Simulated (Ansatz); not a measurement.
## Run report: CH₇NSiTe, single-point calculation

The run: single-point calculation of CH₇NSiTe, multiplicity 5, SMILES C[Te][SiH2]N. Method and program: UKS wB97/x2c-TZVPPall (Ansatz 0.2.0).

Some settings of this run were made unusual or wrong on purpose. The geometry comes from this level: PBE0-D4/def2-TZVP.

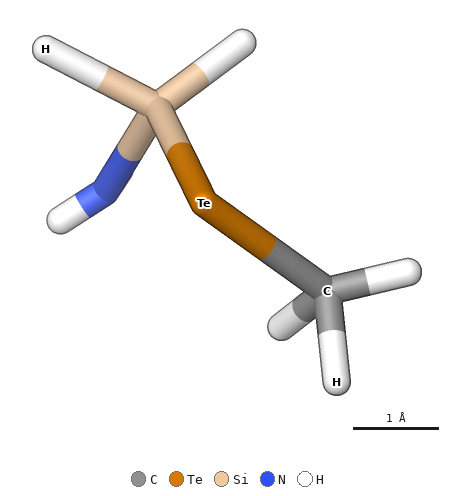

*The structure (stick view, seen at a tilt).*

Bond lengths as drawn: C–H 0.98 to 1.20 Å, C–Te 2.08 Å, H–N 0.63 to 0.77 Å, H–Si 1.35 to 1.50 Å, N–Si 1.86 Å and Si–Te 2.36 Å.

What the run reported:

- outcome: converged
- total energy: −195404.3300 eV
- ⟨S²⟩: 6.020
- SCF solution under orbital rotations: stable
- largest force (length of the vector): 70.871 eV/Å
- dipole moment: 4.38 D
- hardware: 4 threads of Arm Neoverse V2, 23 GiB of memory available, shared host
- wall time: 75 s (CPU time 4.9 min)
- peak memory: 1.5 GiB

A setting was made wrong on purpose: spin. The program still converged, but the numbers can't be taken as results for the intended system.

Input:
```yaml
crystal:
  periodic: [false, false, false]
  atoms:
    - {symbol: C, position_ang: [-1.635644, 1.114709, -0.460493]}
    - {symbol: Te, position_ang: [-0.918760, 0.982013, 1.483174]}
    - {symbol: Si, position_ang: [0.360969, -0.892903, 0.851806]}
    - {symbol: N, position_ang: [1.659113, -0.655010, -0.460148]}
    - {symbol: H, position_ang: [-2.510631, 0.774788, -0.751025]}
    - {symbol: H, position_ang: [-1.860627, 2.267283, -0.685027]}
    - {symbol: H, position_ang: [-0.783246, 1.196172, -0.981255]}
    - {symbol: H, position_ang: [-0.398672, -1.930830, 0.458165]}
    - {symbol: H, position_ang: [1.362862, -1.154323, 1.931264]}
    - {symbol: H, position_ang: [1.800795, -1.257921, -0.921781]}
    - {symbol: H, position_ang: [2.187907, -0.316303, -0.455259]}
basis:
  gaussian: {orbitals: x2c-TZVPPall}
magnetization: {spin_polarized: true, initial_magnetization: 4}
hamiltonian: {xc: {name: wB97}}
output: {forces: true}
```

Launch command:
```bash
ansatz run in.yaml --threads 4 --pin off --events-out ev --progress --plain --max-ram 10444MiB
```

The program's output:
```
Functional definition: wB97
  name "wB97"
  cite "Chai & Head-Gordon, J. Chem. Phys. 128, 084106 (2008) doi:10.1063/1.2834918"
  cite "Becke, J. Chem. Phys. 107, 8554 (1997) doi:10.1063/1.475007"
  parameter omega = 0.4/bohr
  parameter cx1 = 1.13116
  parameter cx2 = -2.74915
  parameter cx3 = 12.0900
  parameter cx4 = -5.71642
  parameter css1 = -2.55352
  parameter css2 = 11.8926
  parameter css3 = -26.9452
  parameter css4 = 17.0927
  parameter cos1 = 3.99051
  parameter cos2 = -17.0066
  parameter cos3 = 1.07292
  parameter cos4 = 8.88211
  # The coefficients of nought are those of the uniform gas.
  exchange = spin_sum(e_x_unif_sr(omega)*poly(b97_u_x, 1, cx1, cx2, cx3, cx4)) + exact_x_lr(omega)
  correlation = spin_sum(e_c_pw_same_spin*poly(b97_u_same, 1, css1, css2, css3, css4))
      + integral(e_c_pw_opposite_spin*poly(b97_u_opposite, 1, cos1, cos2, cos3, cos4))
1551 factors; their error is unknown
458 factors; integrals over basis functions are off by at most 2.4e-5 eV
mean field evaluation 1: about -195388.9605 eV, gradient 6.0e1 eV
mean field evaluation 2: about -195365.9032 eV, gradient 8.5e1 eV
mean field evaluation 4: about -195403.5886 eV, gradient 7.3e0 eV
mean field evaluation 8: about -195404.0767 eV, gradient 1.4e0 eV
mean field evaluation 16: about -195404.3494 eV, gradient 2.9e-1 eV
mean field evaluation 32: about -195404.3300 eV, gradient 8.5e-4 eV
mean field -195404.33001702 eV, -7180.9766783134 hartree, gradient 2.5e-6 eV, S^2 6.019896; 6 other end points of the search recorded, 0 dependent functions left out
the calculation of the forces begins
reference -195404.33001276 eV, -7180.9766781569 hartree; 45, 41 occupied and 217, 221 virtual orbitals, 1551 factors
Total energy: -195404.33001276 eV, -7180.9766781569 hartree
Relativity: scalar
Atom 0 at    -1.635644     1.114709    -0.460493 Å, force    -0.154461     6.043153    -0.200340 eV/Å
Atom 1 at    -0.918760     0.982013     1.483174 Å, force    -0.357208     2.598882     4.935677 eV/Å
Atom 2 at     0.360969    -0.892903     0.851806 Å, force     0.534512     0.471558     1.400146 eV/Å
Atom 3 at     1.659113    -0.655010    -0.460148 Å, force   -60.306221   -20.593351    12.548542 eV/Å
Atom 4 at    -2.510631     0.774788    -0.751025 Å, force    -3.878626    -3.000236    -1.984501 eV/Å
Atom 5 at    -1.860627     2.267283    -0.685027 Å, force    -0.029769    -1.633854     1.421326 eV/Å
Atom 6 at    -0.783246     1.196172    -0.981255 Å, force     3.023277    -1.463857    -2.920139 eV/Å
Atom 7 at    -0.398672    -1.930830     0.458165 Å, force    -1.419479    -2.715050    -1.682112 eV/Å
Atom 8 at     1.362862    -1.154323     1.931264 Å, force     0.752944     0.309437    -0.255556 eV/Å
Atom 9 at     1.800795    -1.257921    -0.921781 Å, force     3.206346   -19.793836   -15.042946 eV/Å
Atom 10 at     2.187907    -0.316303    -0.455259 Å, force    58.628686    39.777154     1.779902 eV/Å
Dipole moment:     0.654993    -0.054653    -0.633136 e Å
```
